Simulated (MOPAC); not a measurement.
**Frequency calculation, with input and output: GeBrF₂**

- system: GeBrF₂, multiplicity 2
- method: PM6-D3H4X, unrestricted, dispersion D3H4X (MOPAC 23.2.5)

The geometry was optimised with PM6-D3H4X.

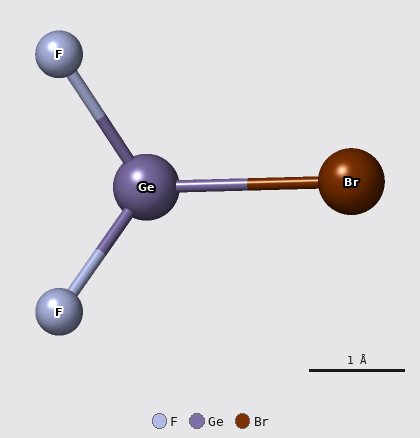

*The structure (ball-and-stick view, seen at a tilt). Sticks mark near contacts.*

## Input (calc.mop)
```
PM6-D3H4X THERMO(200,600,200) FORCE CHARGE=0 DOUBLET UHF AUX(PRECISION=6) THREADS=1
BrF2Ge, PM6-D3H4X
[F][Ge]([F])[Br]
F 1.077025 1 0.764978 1 1.060024 1
Ge -0.209535 1 -0.149856 1 0.373020 1
F 0.532024 1 -1.621983 1 -0.124247 1
Br -1.361096 1 0.922159 1 -1.258398 1
```

Run on 1 thread of AMD EPYC (Zen 5), 128 GiB of memory available, shared host.

Launch command:
```bash
mopac calc.mop
```

## What the program printed
```
MOPAC v23.2.5
PM6-D3H4X CALCULATION RESULTS

 *  PM6-D3H4   - CORRECT DISPERSION AND HYDROGEN BOND TERMS USING THE D3H4 METHOD
 *  DOUBLET    - SPIN STATE DEFINED AS A DOUBLET
 *  UHF        - UNRESTRICTED HARTREE-FOCK CALCULATION
 *
 *
 *
 *                 CHARGE ON SYSTEM = 0
 *
 *
 *
 *  FORCE      - FORCE CALCULATION SPECIFIED
 *  THREADS=1  - MULTI-THREADING NOT USED
 *  AUX        - OUTPUT AUXILIARY INFORMATION
 *  THERMO     - THERMODYNAMIC QUANTITIES TO BE CALCULATED
PM6-D3H4X THERMO(200,600,200) FORCE CHARGE=0 DOUBLET UHF AUX(PRECISION=6) THREADS=1
 BrF2Ge, PM6-D3H4X
 [F][Ge]([F])[Br]
   ATOM   CHEMICAL          X               Y               Z
  NUMBER   SYMBOL      (ANGSTROMS)     (ANGSTROMS)     (ANGSTROMS)

     1       F          1.07702500  *   0.76497800  *   1.06002400  *
     2      Ge         -0.20953500  *  -0.14985600  *   0.37302000  *
     3       F          0.53202400  *  -1.62198300  *  -0.12424700  *
     4      Br         -1.36109600  *   0.92215900  *  -1.25839800  *

          CARTESIAN COORDINATES

    NO.       ATOM           X           Y           Z

     1         F          1.0770      0.7650      1.0600
     2        Ge         -0.2095     -0.1499      0.3730
     3         F          0.5320     -1.6220     -0.1242
     4        Br         -1.3611      0.9222     -1.2584

           Empirical Formula: F2 Ge Br  =     4 atoms

      MOLECULAR POINT GROUP   :   Cs

 DOUBLET STATE CALCULATION

          UHF CALCULATION, NO. OF ALPHA ELECTRONS =   13
                           NO. OF BETA  ELECTRONS =   12

          HEAT OF FORMATION =    -131.097169 KCALS/MOLE

          CARTESIAN COORDINATE DERIVATIVES

   NUMBER  ATOM         X            Y            Z

     1       F      0.031878    -0.001852     0.007071
     2      Ge     -0.036370     0.001495    -0.016140
     3       F      0.003545    -0.002409     0.004074
     4      Br      0.000947     0.002765     0.004994

 DIPOLE           X         Y         Z       TOTAL
 POINT-CHG.     1.802    -2.322     1.997     3.553
 HYBRID        -0.522     0.672    -0.895     1.235
 SUM            1.280    -1.650     1.102     2.361

          GRADIENT NORM =   0.05219

          MOLECULAR WEIGHT =  190.49

          ROTATIONAL CONSTANTS IN CM(-1)

          A =    0.20622600   B =    0.05204948   C =    0.04405303

           PRINCIPAL MOMENTS OF INERTIA IN UNITS OF 10**(-40)*GRAM-CM**2

          A =      135.7382   B =      537.8104   C =      635.4331

          ORIENTATION OF MOLECULE IN FORCE CALCULATION

    NO.       ATOM         X         Y         Z

     1          F      -1.9876    0.3423    0.6993
     2         Ge      -0.2659    0.3423    0.6993
     3          F       0.1606    2.0103    0.6993
     4         Br       0.6760   -0.8703   -0.9678

    FIRST DERIVATIVES WILL BE USED IN THE CALCULATION OF SECOND DERIVATIVES

          ESTIMATED TIME TO COMPLETE CALCULATION =        0.19 SECONDS

    FOR POINT-GROUP Cs   THERE ARE   2 UNIQUE SYMMETRY FUNCTIONS.

 STEP:   1 TIME =     0.01 SECS, INTEGRAL =      0.01 TIME LEFT: 172799.98
 STEP:   2 TIME =     0.01 SECS, INTEGRAL =      0.02 TIME LEFT: 172799.98
 STEP:   3 TIME =     0.01 SECS, INTEGRAL =      0.02 TIME LEFT: 172799.97
 STEP:   4 TIME =     0.01 SECS, INTEGRAL =      0.03 TIME LEFT: 172799.96
 STEP:   5 TIME =     0.01 SECS, INTEGRAL =      0.04 TIME LEFT: 172799.95
 STEP:   6 TIME =     0.01 SECS, INTEGRAL =      0.05 TIME LEFT: 172799.95
 STEP:   7                       INTEGRAL =      0.05 TIME LEFT: 172799.95
 STEP:   8                       INTEGRAL =      0.05 TIME LEFT: 172799.95
 STEP:   9                       INTEGRAL =      0.05 TIME LEFT: 172799.95
 STEP:  10 TIME =     0.01 SECS, INTEGRAL =      0.05 TIME LEFT: 172799.94
 STEP:  11 TIME =     0.01 SECS, INTEGRAL =      0.06 TIME LEFT: 172799.93
 STEP:  12 TIME =     0.01 SECS, INTEGRAL =      0.07 TIME LEFT: 172799.92

(To convert to Hartree/Bohr^2, multiply by (10^(-21) x N x a0^2)/(4.184 x 627.51) =  0.0642)

           FORCE MATRIX IN MILLIDYNES/ANGSTROM

                  F  1      Ge  2       F  3      Br  4
 ------------------------------------------------------
     F    1   3.737894
    Ge    2   3.658650   6.050917
     F    3   0.148024   3.657662   3.737894
    Br    4   0.117312   1.347156   0.117860   1.372672

          HEAT OF FORMATION =    -131.097169 KCALS/MOLE

          ZERO POINT ENERGY       2.777 KCAL/MOL

           NORMAL COORDINATE ANALYSIS (Total motion = 1 Angstrom)

   Root No.       1         2         3         4         5         6

                 1 A"      1 A'      2 A'      3 A'      4 A'      2 A"

                  99.5     120.0     172.6     255.0     637.9     657.3

           1    0.1122   -0.0410   -0.0811   -0.1303    0.4283    0.4144
           2   -0.2090    0.1661   -0.3826   -0.0743   -0.0058   -0.0004
           3   -0.2873    0.3176    0.0935   -0.0811    0.0005   -0.0006
           4    0.1133   -0.0412   -0.0746   -0.1215   -0.0867   -0.1350
           5    0.0880    0.0530    0.0961    0.1564    0.1117   -0.1048
           6    0.0000   -0.1188   -0.0940    0.2987    0.0012   -0.0000
           7   -0.1747   -0.1508    0.3908    0.1043   -0.1005    0.1022
           8    0.1604    0.0809   -0.0161    0.1079   -0.4164    0.4016
           9    0.2873    0.3176    0.0935   -0.0810    0.0005    0.0007
          10   -0.0880    0.0830   -0.0058    0.1166    0.0009   -0.0002
          11   -0.0684   -0.1069    0.0075   -0.1501   -0.0011   -0.0002
          12   -0.0000   -0.0431    0.0409   -0.2328   -0.0014    0.0000

           MASS-WEIGHTED COORDINATE ANALYSIS (NORMAL COORDINATES)

   Root No.       1         2         3         4         5         6

                 1 A"      1 A'      2 A'      3 A'      4 A'      2 A"

                  99.5     120.0     172.6     255.0     637.9     657.3

           1    0.1756   -0.0636   -0.1250   -0.1352    0.6432    0.6143
           2   -0.3270    0.2574   -0.5896   -0.0771   -0.0087   -0.0006
           3   -0.4496    0.4923    0.1441   -0.0841    0.0008   -0.0009
           4    0.3464   -0.1247   -0.2248   -0.2464   -0.2547   -0.3911
           5    0.2690    0.1606    0.2894    0.3172    0.3279   -0.3038
           6    0.0000   -0.3600   -0.2830    0.6059    0.0037   -0.0000
           7   -0.2734   -0.2337    0.6022    0.1082   -0.1509    0.1514
           8    0.2510    0.1253   -0.0248    0.1120   -0.6253    0.5954
           9    0.4496    0.4922    0.1441   -0.0841    0.0007    0.0010
          10   -0.2824    0.2638   -0.0184    0.2480    0.0027   -0.0006
          11   -0.2194   -0.3397    0.0237   -0.3193   -0.0034   -0.0005
          12   -0.0000   -0.1369    0.1293   -0.4955   -0.0042    0.0000

          DESCRIPTION OF VIBRATIONS

 VIBRATION          1    1A"         ATOM PAIR     ENERGY CONTRIBUTION    RADIAL
 FREQUENCY            99.54         Ge2 -- Br4         +41.3% (147.0%)      0.0%
 TRANSITION DIPOLE   1.0233         Ge2 -- F 3         +29.4% (123.9%)      5.0%
 TRAVEL (Ang.)       0.2843         F 1 -- Ge2         +29.4% (123.9%)      5.0%
 REDUCED MASS        8.3823
 EFFECTIVE MASS     68.8121
 FORCE CONSTANT      0.0489

 VIBRATION          2    1A'         ATOM PAIR     ENERGY CONTRIBUTION    RADIAL
 FREQUENCY           119.99         F 1 -- Ge2         +36.2% ( 76.2%)      0.5%
 TRANSITION DIPOLE   1.2282         Ge2 -- F 3         +36.2% ( 76.1%)      0.5%
 TRAVEL (Ang.)       0.2478         Ge2 -- Br4         +27.6% ( 66.5%)     15.6%
 REDUCED MASS        9.1532
 EFFECTIVE MASS     41.7142
 FORCE CONSTANT      0.0776

 VIBRATION          3    2A'         ATOM PAIR     ENERGY CONTRIBUTION    RADIAL
 FREQUENCY           172.64         F 1 -- Ge2         +36.5% ( 73.0%)      1.0%
 TRANSITION DIPOLE   1.7473         Ge2 -- F 3         +36.5% ( 73.0%)      1.0%
 TRAVEL (Ang.)       0.2087         Ge2 -- Br4         +27.1% ( 62.9%)      2.0%
 REDUCED MASS        8.9643
 EFFECTIVE MASS     34.4287
 FORCE CONSTANT      0.1574

 VIBRATION          4    3A'         ATOM PAIR     ENERGY CONTRIBUTION    RADIAL
 FREQUENCY           254.95         Ge2 -- Br4         +56.7% (103.6%)     98.7%
 TRANSITION DIPOLE   5.3500         Ge2 -- F 3         +21.7% ( 64.0%)      1.9%
 TRAVEL (Ang.)       0.0886         F 1 -- Ge2         +21.7% ( 64.0%)      1.9%
 REDUCED MASS       33.6697
 EFFECTIVE MASS     74.4821
 FORCE CONSTANT      1.2895

 VIBRATION          5    4A'         ATOM PAIR     ENERGY CONTRIBUTION    RADIAL
 FREQUENCY           637.95         F 1 -- Ge2         +48.3% ( 71.5%)     87.7%
 TRANSITION DIPOLE   3.6660         Ge2 -- F 3         +48.3% ( 71.5%)     87.7%
 TRAVEL (Ang.)       0.1105         Ge2 -- Br4          +3.4% ( 19.1%)     47.8%
 REDUCED MASS        8.6629
 EFFECTIVE MASS     25.8873
 FORCE CONSTANT      2.0772

 VIBRATION          6    2A"         ATOM PAIR     ENERGY CONTRIBUTION    RADIAL
 FREQUENCY           657.27         Ge2 -- F 3         +47.3% ( 73.2%)     91.7%
 TRANSITION DIPOLE   4.0092         F 1 -- Ge2         +47.3% ( 73.2%)     91.7%
 TRAVEL (Ang.)       0.1024         Ge2 -- Br4          +5.4% ( 24.8%)      0.0%
 REDUCED MASS        9.7772
 EFFECTIVE MASS     28.9563
 FORCE CONSTANT      2.4885

      SYMMETRY NUMBER FOR POINT-GROUP Cs  =  1

          SYSTEM IS A GROUND STATE

 [F][Ge]([F])[Br]
 BrF2Ge, PM6-D3H4X

          MOLECULE IS NOT LINEAR

          THERE ARE  6 GENUINE VIBRATIONS IN THIS SYSTEM
          THIS THERMODYNAMICS CALCULATION IS LIMITED TO
          MOLECULES WHICH HAVE NO INTERNAL ROTATIONS

                    CALCULATED THERMODYNAMIC PROPERTIES
                                          *
   TEMP. (K)   PARTITION FUNCTION   H.O.F.    ENTHALPY  HEAT CAPACITY ENTROPY
                                   KCAL/MOL   CAL/MOLE    CAL/K/MOL  CAL/K/MOL

 298.00  VIB.     0.1629D+02                  1748.2842     9.3766    11.4116
         ROT.     0.2430D+06                   888.2803     2.9808    27.6235
         INT.     0.3957D+07                  2636.5645    12.3574    39.0351
         TRA.     0.2542D+28                  1480.4672     4.9680    41.6367
         TOT.                     -131.097    4117.0317    17.3254    80.6718

 200.00  VIB.     0.5770D+01                   896.8093     7.8696     7.9668
         ROT.     0.1336D+06                   596.1613     2.9808    26.4348
         INT.     0.7707D+06                  1492.9706    10.8504    34.4016
         TRA.     0.1398D+28                   993.6021     4.9680    39.6556
         TOT.                     -132.728    2486.5727    15.8184    74.0572

 400.00  VIB.     0.4190D+02                  2755.0213    10.2777    14.3105
         ROT.     0.3778D+06                  1192.3226     2.9808    28.5009
         INT.     0.1583D+08                  3947.3438    13.2585    42.8115
         TRA.     0.3953D+28                  1987.2043     4.9680    43.0992
         TOT.                     -129.280    5934.5481    18.2265    85.9106

 600.00  VIB.     0.1955D+03                  4906.0955    11.1003    18.6603
         ROT.     0.6941D+06                  1788.4838     2.9808    29.7095
         INT.     0.1357D+09                  6694.5794    14.0811    48.3698
         TRA.     0.7262D+28                  2980.8064     4.9680    45.1135
         TOT.                     -125.539    9675.3858    19.0491    93.4834

   *: NOTE: HEATS OF FORMATION ARE RELATIVE TO THE
            ELEMENTS IN THEIR STANDARD STATE AT 298K
              (=  Standard Enthalpy of Formation).

            Hvib:  Zero-point energy is not included.
                   frequencies of less than zero cm-1 are not included.
            Hrot = (3/2)RT
            Htra = (3/2)RT + pV = (5/2)RT

            Heat capacity is Cp, not Cv

           FORCE CONSTANT IN CARTESIAN COORDINATES (Millidynes/A)

    ATOM   CHEMICAL       X               Y               Z
   NUMBER   SYMBOL  FORCE CONSTANT  FORCE CONSTANT  FORCE CONSTANT

      1       F        3.731852        0.142892        0.074057
      2      Ge        4.252392        4.012839        1.202805
      3       F        0.361340        3.513404        0.074057
      4      Br        0.278527        0.418247        0.788173

 *                    *
 * JOB ENDED NORMALLY *
 *                    *

 TOTAL JOB TIME:             0.09 SECONDS

 == MOPAC DONE ==
```

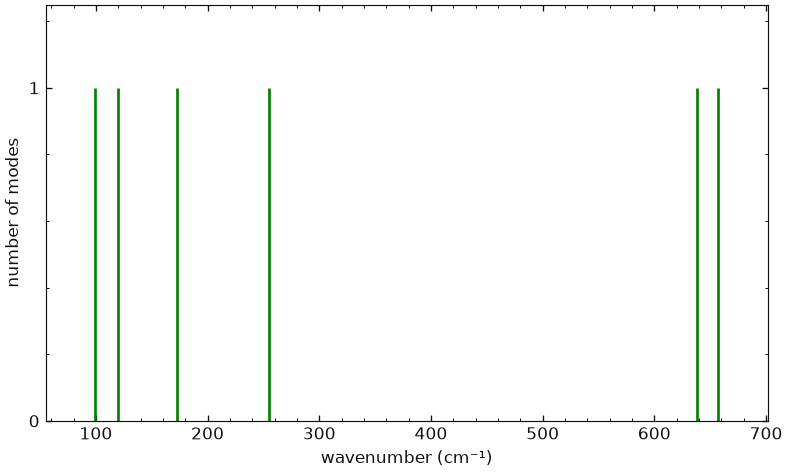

*Harmonic vibrational wavenumbers from the force constants; neighbouring modes closer than 3 cm⁻¹ are counted in one stick.*

6 modes from 100 to 657 cm⁻¹, none imaginary.

## Key numbers

```json
{"quantity": "outcome", "value": "converged"}
{"quantity": "heat of formation", "value": "−131.10 kcal/mol"}
{"quantity": "basis functions", "value": "21"}
{"quantity": "zero-point energy", "value": "0.004425 hartree"}
{"quantity": "wavenumbers, lowest and highest", "value": "100 and 657 cm⁻¹"}
{"quantity": "peak memory", "value": "0.088 GiB"}
```

MOPAC's energies along a path are heats of formation.
